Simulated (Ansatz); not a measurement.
# What H interstitial (started 1.76 Å from the nearest host atom), symmetric start does to Ni

Consider a 12-atom supercell of Ni in the fcc (Cu type) structure (space group Fm-3m, No. 225; a = 3.5184 Å; ferromagnetic) at its relaxed geometry.

One thing is altered: a neutral H interstitial (started 1.76 Å from the nearest host atom), symmetric start, atoms relaxed at fixed cell.

Method: PBE (Ansatz, an electronic-structure program; PAW; 420 eV plane waves; no spin-orbit coupling). Settings: 8×6×8 k-points, 0.05 eV Fermi–Dirac smearing.

```csv
quantity,base,changed,shift
pressure,0.0 GPa,3.5 GPa,+3.5 GPa
largest displacement of a host atom from its site in the perfect cell,–,0.03 Å,–
final site of the added atom,–,6 Ni at 1.79 Å (octahedral),–
```

Final structure:

```
CELL_PARAMETERS angstrom
      0.00000     3.51844     3.51844
      3.51844    -3.51844     3.51844
      3.51844     3.51844     0.00000
ATOMIC_POSITIONS crystal
  Ni 0.00000 0.00000 0.00000
  Ni 0.00000 0.00000 0.50000
  Ni 0.16923 0.33060 0.16923
  Ni 0.16923 0.33060 0.66155
  Ni 0.33333 0.66877 0.33333
  Ni 0.33845 0.66940 0.83077
  Ni 0.50000 0.00000 0.00000
  Ni 0.50000 0.00000 0.50000
  Ni 0.66155 0.33060 0.16923
  Ni 0.66667 0.33123 0.66667
  Ni 0.83077 0.66940 0.33845
  Ni 0.83077 0.66940 0.83077
  H  0.00000 0.50000 0.00000
```

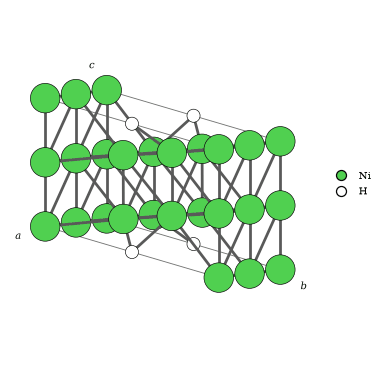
Figure. The relaxed cell after the change

The magnetic state is the one reached from the starting moments; the real material's order can differ, and small cells can't hold many antiferromagnetic ones. The cell is small, so the values are those of an ordered compound at a high defect concentration; dilute-limit values will differ. The defect started on the symmetric site and kept its symmetry, so it may sit on a saddle. The defect cell is spin-polarised and ends with 6.8 μB, a fractional moment that hangs on the mesh and smearing.
